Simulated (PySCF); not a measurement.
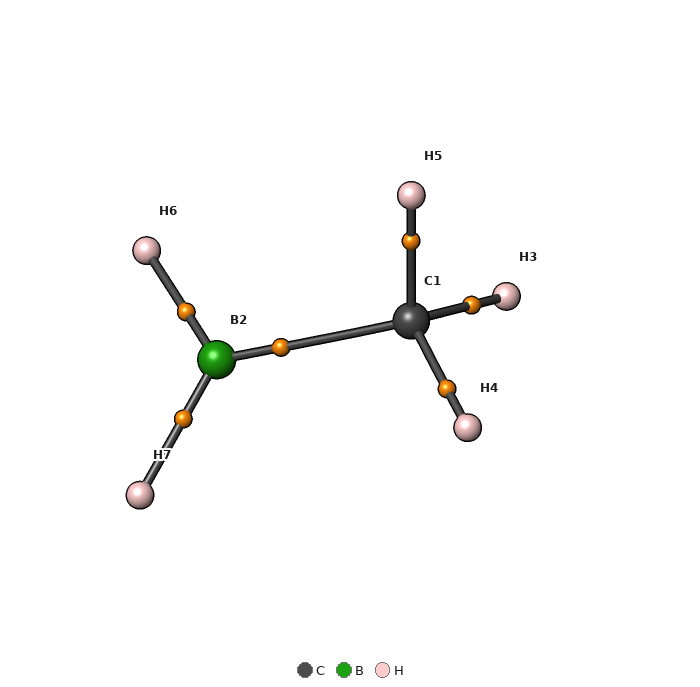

CH5B, SMILES `CB`. Molecular graph of the electron density (QTAIM): bond paths, bond critical points (orange), ring points (yellow, if any); weak paths are dashed.

PySCF calculation, PBE0/def2-TZVP, gas phase; geometry: GFN2-xTB. No frequency check shows the geometry to be a minimum.

Input

```python
import numpy as np
from pyscf import gto, scf, dft
from pyscf.scf import atom_ks, atom_hf
from scipy.linalg import block_diag

def solve(mol, dm0=None, hcore=None):
    mf = (dft.UKS if mol.spin else dft.RKS)(mol, xc='pbe0')
    mf.grids.level = 3
    mf = mf.density_fit(auxbasis='def2-universal-jkfit')
    mf.conv_tol, mf.max_cycle = 1e-8, 80
    if hcore is not None:
        mf.get_hcore = lambda *args: hcore
    mf.kernel(dm0)
    if not mf.converged:
        mf = mf.newton().run(mf.mo_coeff, mf.mo_occ, max_cycle=30)
    assert mf.converged, 'SCF not converged'
    return mf

mol = gto.M(atom='''
C      0.68266    -0.01054     0.00038
B     -0.88275    -0.00537     0.00013
H      1.06109     0.52952    -0.86899
H      1.14042    -0.99597     0.00449
H      1.06301     0.53802     0.86162
H     -1.44923     1.01898     0.00052
H     -1.49753    -1.00048    -0.00054
''', basis='def2-tzvp', charge=0, spin=0, verbose=4)
mf = solve(mol)
mf.analyze()
# spherically averaged free atoms, for the promolecule
atm = atom_ks.get_atm_nrks(mol, xc='pbe0')
pro = block_diag(*[(atm[a[0]][2] * atm[a[0]][3]) @ atm[a[0]][2].T for a in mol._atom])
np.savez('result.npz', e=mf.e_tot, c=mf.mo_coeff, occ=mf.mo_occ, eps=mf.mo_energy, pro=pro, dip=mf.dip_moment(verbose=0), s2=mf.spin_square()[0])
```

Run with:

```sh
OMP_NUM_THREADS=1 python input.py
```

The run took 9.6 s on 1 thread of Arm Neoverse V2, on a shared host, peak memory 0.36 GiB.

Partitions, critical points and surface values were worked out afterwards from this run's density.

> How many critical points of each kind are there, and does the count close?

7 nuclei, 6 bond, 0 ring and 0 cage critical points: 7 − 6 + 0 − 0 = 1, as the Poincaré–Hopf relation requires.

> Give the properties at the bond critical points.

| bond | length (Å) | ρ (a.u.) | ∇²ρ (a.u.) | ε | H (a.u.) |
| --- | --- | --- | --- | --- | --- |
| C1–H4 | 1.087 | 0.277 | −0.94 | 0.01 | −0.280 |
| C1–H5 (2 alike) | 1.090 | 0.269 | −0.89 | 0.03 | −0.270 |
| B2–H7 | 1.170 | 0.193 | −0.35 | 0.30 | −0.224 |
| B2–H6 | 1.171 | 0.193 | −0.35 | 0.30 | −0.223 |
| C1–B2 | 1.565 | 0.188 | −0.29 | 0.28 | −0.209 |

> What kind of interaction is C1–H4?

Shared-shell (covalent): ρ = 0.277, ∇²ρ = −0.94, H = −0.280 a.u.
